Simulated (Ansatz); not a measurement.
# SF2 (sulfur difluoride): levels of theory compared

Aim: a comparison of 3 runs (B2PLYP/STO-3G, MP2/STO-3G, UCCSD(T)/STO-3G) of SF2 (sulfur difluoride). 

The calculation is run with Ansatz 0.2.0.

33 further runs of the same task are left out: 8 that didn't finish, 25 set aside as unsound or not needed.

### Step 1. The structure to begin with

SF2: 3 atoms, total charge 0, spin state singlet. As SMILES, `FSF`. The F3–S2 distance was set to 4.080 Å, away from the relaxed value. At this shape a bond of the SMILES string is far longer than usual.

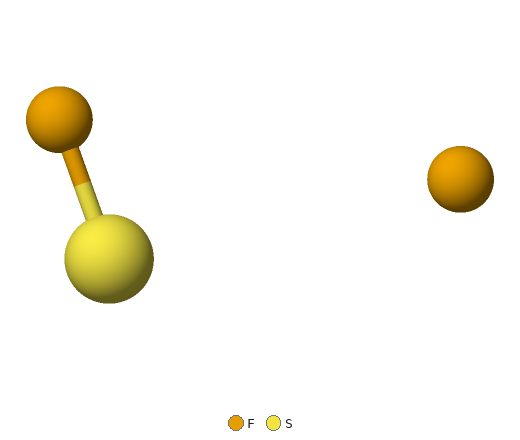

Viewed from a chosen angle; fluorine amber, sulfur yellow.

### Step 2. A single-point energy at B2PLYP/STO-3G (run 1)

job.yaml reads:

```yaml
crystal:
  periodic: [false, false, false]
  atoms:
    - {symbol: F, position_ang: [-0.744006, 3.223904, -0.047337]}
    - {symbol: S, position_ang: [-1.825706, 2.224104, -0.750747]}
    - {symbol: F, position_ang: [0.172220, -1.263230, -0.046730]}
basis:
  gaussian:
    orbitals: STO-3G
hamiltonian:
  xc: {name: B2PLYP}
correlation:
  frozen_orbitals: {F: 1, S: 5}
accuracy: high
```

Started as:

```sh
$ ansatz run job.yaml --threads 1 --pin off --max-ram 2610MiB --events-out events.jsonl --progress --plain --runs-dir runs
```

Output:

```text
Warning: RAYON_NUM_THREADS=1 ignored (pool sized by the plan → 1); use --threads N
Functional definition: B2PLYP
  name "B2PLYP"
  parameter a = 0.53
  parameter c = 0.27
  exchange = (1 - a)*b88_x + a*exact_x
  correlation = (1 - c)*lyp_c + c*(mp2_os + mp2_ss)
296 factors; integrals over basis functions are off by at most 3.5e-8 eV
mean field evaluation 1: about -16039.2451 eV, gradient 1.2e1 eV
mean field evaluation 2: about -16039.2615 eV, gradient 1.3e1 eV
mean field evaluation 4: about -16021.1010 eV, gradient 7.5e1 eV
mean field evaluation 8: about -16049.4829 eV, gradient 3.6e0 eV
mean field evaluation 16: about -16048.2784 eV, gradient 1.5e1 eV
mean field evaluation 32: about -16049.6792 eV, gradient 2.5e-4 eV
mean field evaluation 64: about -16049.6005 eV, gradient 3.3e-2 eV
mean field evaluation 96: about -16049.1074 eV, gradient 9.8e0 eV
mean field evaluation 128: about -16049.2219 eV, gradient 9.0e0 eV
mean field -16049.67919632 eV, -589.8148316016 hartree, gradient 1.5e-8 eV, S^2 0.000000; 9 other end points of the search recorded, 0 dependent functions left out; unrestricted orbitals would lower it
7 core orbitals not correlated: weight in the atoms' cores, before any rotation towards them, 1.000 or more for the frozen orbitals, at most 0.000 for the correlated occupied ones
reference -16049.67920908 eV, -589.8148320704 hartree; 10, 10 occupied and 2, 2 virtual orbitals, 296 factors
second order -20.46345832 eV of doubles, -0.00000000 eV of singles
Total energy: -16055.20434283 eV, -590.0178769905 hartree
```

Run time: 4.5 s. Hardware: 1 thread of Arm Neoverse V1, shared host; peak memory 0.092 GiB.

### Step 3. The energy at MP2/STO-3G (run 2)

Edit job.yaml of step 2 so:

```diff
@@ -9,5 +9,4 @@
     orbitals: STO-3G
-hamiltonian:
-  xc: {name: B2PLYP}
 correlation:
+  method: mp2
   frozen_orbitals: {F: 1, S: 5}
```

Started as:

```sh
$ ansatz run job.yaml --threads 1 --pin off --max-ram 2610MiB --events-out events.jsonl --progress --plain --runs-dir runs
```

Output:

```text
Warning: RAYON_NUM_THREADS=1 ignored (pool sized by the plan → 1); use --threads N
Functional definition: HF
  name "HF"
  exchange = exact_x
  correlation = 0
296 factors; integrals over basis functions are off by at most 3.5e-8 eV
mean field evaluation 1: about -16014.5755 eV, gradient 1.4e1 eV
mean field evaluation 2: about -16014.6210 eV, gradient 1.4e1 eV
mean field evaluation 4: about -16009.6799 eV, gradient 4.1e1 eV
mean field evaluation 8: about -16022.4643 eV, gradient 4.2e0 eV
mean field evaluation 16: about -16022.5521 eV, gradient 2.2e0 eV
mean field evaluation 32: about -16022.6925 eV, gradient 5.8e-2 eV
mean field evaluation 64: about -16022.6580 eV, gradient 7.8e-2 eV
mean field evaluation 96: about -16022.6959 eV, gradient 4.8e-2 eV
mean field evaluation 128: about -16022.6959 eV, gradient 1.5e-1 eV
mean field -16022.69600742 eV, -588.8232176991 hartree, gradient 1.3e-8 eV, S^2 0.000000; 10 other end points of the search recorded, 0 dependent functions left out; unrestricted orbitals would lower it
mean field evaluation 160: about -16031.1869 eV, gradient 1.2e-1 eV
unrestricted determinant -16031.19254186 eV, -589.1354595807 hartree, S^2 1.0070
7 core orbitals not correlated: weight in the atoms' cores, before any rotation towards them, 1.000 or more for the frozen orbitals, at most 0.000 for the correlated occupied ones
reference -16022.69600742 eV, -588.8232176991 hartree; 10, 10 occupied and 2, 2 virtual orbitals, 296 factors
second order -11.22336800 eV of doubles, -0.00000000 eV of singles
Total energy: -16033.91937542 eV, -589.2356688657 hartree
```

Run time: 0.44 s. Hardware: 1 thread of Arm Neoverse V1, shared host.

### Step 4. A single-point energy at UCCSD(T)/STO-3G (run 3)

input.yaml reads:

```yaml
crystal:
  periodic: [false, false, false]
  atoms:
    - symbol: F
      position_ang: [-0.744006, 3.223904, -0.047337]
    - symbol: S
      position_ang: [-1.825706, 2.224104, -0.750747]
    - symbol: F
      position_ang: [0.172220, -1.263230, -0.046730]
basis:
  gaussian:
    orbitals: STO-3G
magnetization:
  spin_polarized: true
  initial_magnetization: 0
correlation:
  method: ccsd_t
  frozen_orbitals: {F: 1, S: 5}
accuracy: high
scf:
  omitted_lower_state_checks: [cluster_reference, increment]
```

Started as:

```sh
$ ansatz run input.yaml --threads 1 --pin off --max-ram 2610MiB --events-out events.jsonl --progress --plain --runs-dir runs
```

Output:

```text
Warning: RAYON_NUM_THREADS=1 ignored (pool sized by the plan → 1); use --threads N
[... 22 lines left out ...]
7 core orbitals not correlated: weight in the atoms' cores, before any rotation towards them, 1.000 or more for the frozen orbitals, at most 0.000 for the correlated occupied ones
[... 44 lines left out ...]
Total energy: -16032.50518917 eV, -589.1836984796 hartree
Checks for a lower state left out: cluster_reference, increment
```

Run time: 1.7 s. Hardware: 1 thread of Arm Neoverse V1, shared host.

### Step 5. The series

```
run            level  energy (Eh)  wall time
  1    B2PLYP/STO-3G  -590.017877      4.5 s
  2       MP2/STO-3G  -589.235669     0.44 s
  3  UCCSD(T)/STO-3G  -589.183698      1.7 s
```

### Step 6. Outcome

| quantity | value |
| --- | --- |
| run 3: total energy | -589.18370 Eh |
| run 3: correlation energy (7 core orbitals frozen) | -48.2 mEh |
| run 3: (T) correction | -1.27 mEh |
| run 3: ⟨S²⟩ of the reference determinant | 1.007 |
| run 3: T1 diagnostic | 0.019 |

**Reading.** In runs 1, 2 the log says that unrestricted orbitals would lower the reference, so the values rest on an unstable closed-shell determinant (other closed-shell runs at this shape may share the fault). In runs 1, 2, 3 the basis is minimal, so the values are rough. In runs 1, 2 a closed-shell determinant meets a far-stretched bond, which it describes badly. Spin contamination of the reference: run 3 ⟨S²⟩ = 1.01. Where it is this large, the reference is a mixture of spin states, and values that rest on it are in doubt. All runs together took 6.6 s, the longest 4.5 s.
